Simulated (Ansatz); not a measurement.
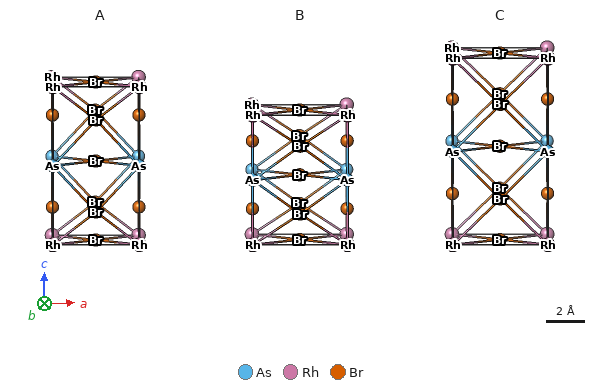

3 geometries from one relaxation of crystalline AsRhBr6 (built on the TiAlNi6-123 type type), in shuffled order. The picture is a ball-and-stick view of the cell of the calculation, seen from a free direction.

Method: Ansatz, DFT, PBEsol, plane waves, PAW. (plane-wave cutoff 420 eV; k-point mesh 4 × 4 × 2; occupations fermi dirac; smearing width 0.03 eV; no spin polarisation; cell and atoms relaxed; force threshold 0.01 eV/Å; at most 120 steps)

Question: Order the frames from highest to lowest energy.

Answer: C, A, B. They are steps 0, 7, 17, at +3.340 eV per cell of the calculation, +0.343 eV per cell of the calculation relative to the last. The energy falls by 3.340 eV per cell of the calculation in 15 accepted moves (17 points after the start). Largest force component: 0.033 eV/Å at the start, 0.0078 eV/Å at the end. Pressure: −7.82 GPa at the start and 0.00 GPa at the end. The line search rejected the trial step at point 14 of the run. The SCF was repeated once at an unchanged geometry on a basis and grid sized afresh for the cell, which shifted the energy by 5.5 meV per cell of the calculation at most. The largest moves relative to the cell, 0.061 Å, are those of Br atoms. As and Rh stay in place. Cell: a = b 5.024 → 4.999 Å (−0.5 %), c 9.907 → 6.883 Å (−30.5 %). Volume −31.2 %. Some distances before and after: Br–Br 4.892 → 3.276 Å, As–Rh 4.953 → 3.441 Å, Br–Rh 3.506 → 2.989 Å, Br–Br 3.506 → 2.989 Å. The space group stays P4/mmm (No. 123). The run took 91 s on 4 threads of Intel(R) Xeon(R) Processor @ 2.50GHz (Skylake/Cascade Lake), on a shared host, peak memory 0.72 GiB.

Limits of the set-up: layers or molecules are held without a dispersion correction, so their spacing is unreliable.
